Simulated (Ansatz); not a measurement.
BF₃H₃P (SMILES [BH3-][P+](F)(F)F)

```xyz
8

B    -1.5431    0.8608   -0.4649
F     0.6598   -0.8785    0.4247
F    -1.2624   -2.0688   -0.3964
F    -1.3245   -1.0361    1.7752
P    -0.8971   -0.7082    0.2993
H    -1.0591    0.8393   -1.5655
H    -2.7346    0.7032   -0.4246
H    -1.1124    1.7102    0.2694
```

Geometry: B3LYP-D3(BJ)/6-311G**.

Method: isolated molecule in a Gaussian basis; Kohn-Sham density functional theory, functional PBE0 in Ansatz.

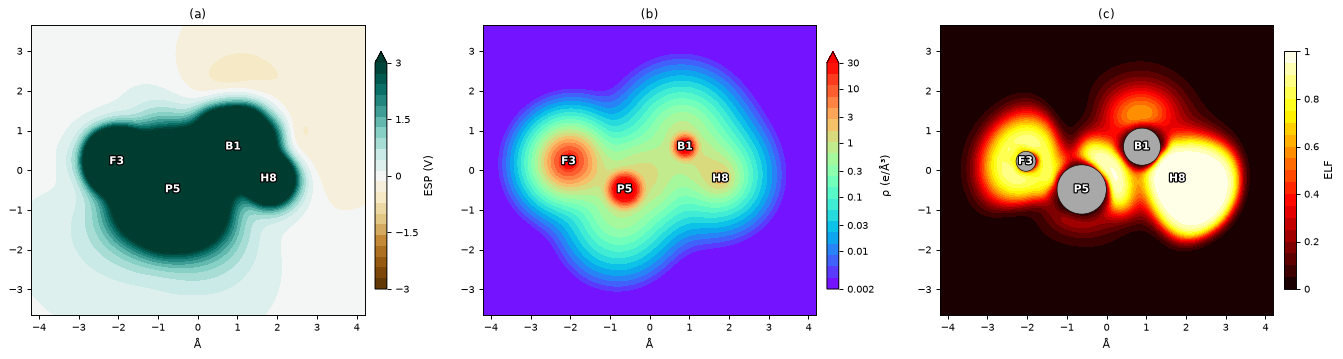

Figure 1. (a) electrostatic potential; (b) electron density; (c) ELF on the plane of atoms B1, P5 and F3. Grey discs cover the atomic cores in the ELF map.

Q: What does the map show?

A: The plane passes through B, F, P and H nuclei.
P–F (1.57 Å): ρ at the midpoint is about 1.5 e/Å³; the ELF peaks at about 0.85 between the atoms (a shared but strongly polarised pair).
B–P (1.86 Å): ρ at the midpoint is about 1.1 e/Å³; the ELF peaks at about 0.95 between the atoms: a shared electron pair.
B–H (1.20 Å): ρ at the midpoint is about 1.2 e/Å³; the ELF climbs to about 1 towards the hydrogen, as it does in any bond to H; a covalent bond by its length.
The ELF also peaks beside F3, away from the bonds: lone-pair regions.
Outside the dense part of the molecule the potential is most negative (−0.5 V) near H7 and H8, which lies off the plane.

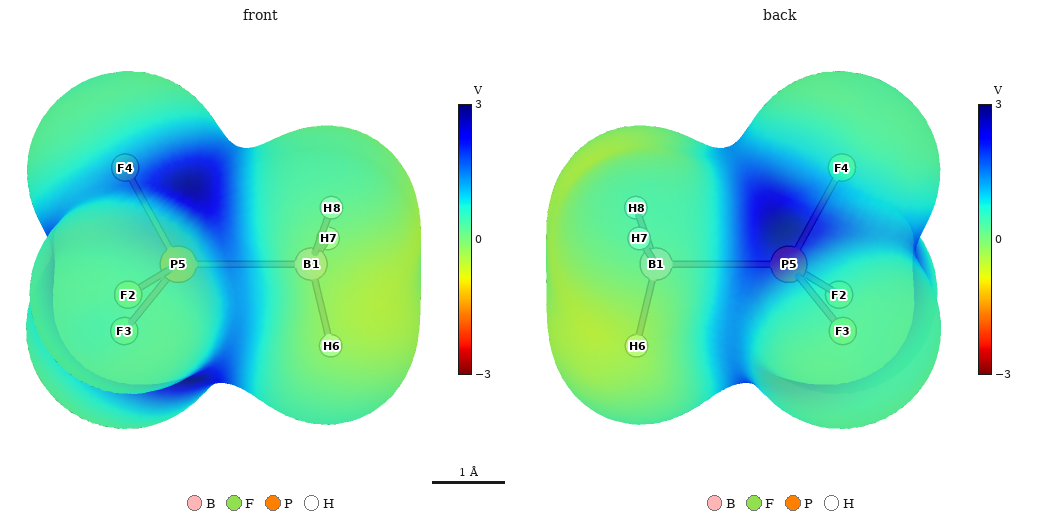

Figure 2. The molecular electrostatic potential painted on the density surface at 0.004 e/bohr³, seen from the front and from behind; the colour scale runs from red (negative) to blue (positive).

Q: Where is the surface potential most negative and most positive?

A: The most negative region (about −0.5 V) lies over H8, the most positive (about +2.8 V) over P5.

Q: What dipole moment does the calculation give?

A: Its dipole moment is 1.28 D.

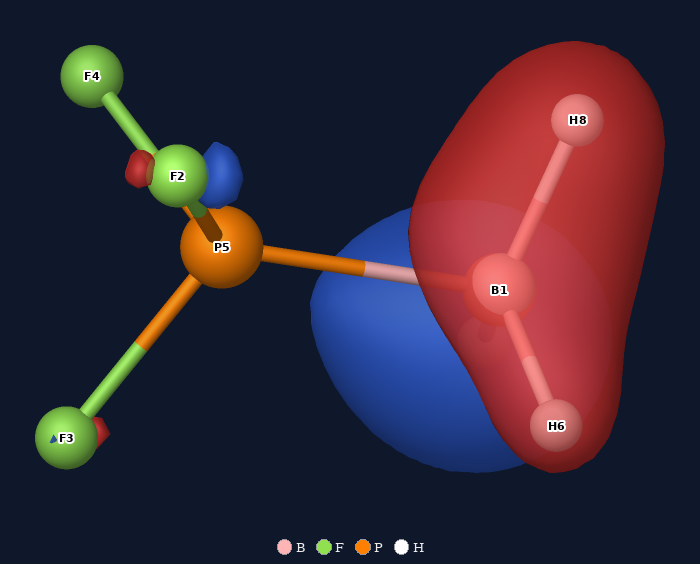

Figure 3. The HOMO at ±0.2 Å⁻³ᐟ² (blue and red are the two phases), seen at a tilt.

Q: Describe this orbital and give its energy.

A: By Hirshfeld shares it lies mainly on B1 (about 40 %), H7 (about 30 %), H6 (about 10 %) and H8 (about 10 %). It is one of a degenerate set, so its orientation is arbitrary. Its energy is −9.83 eV.
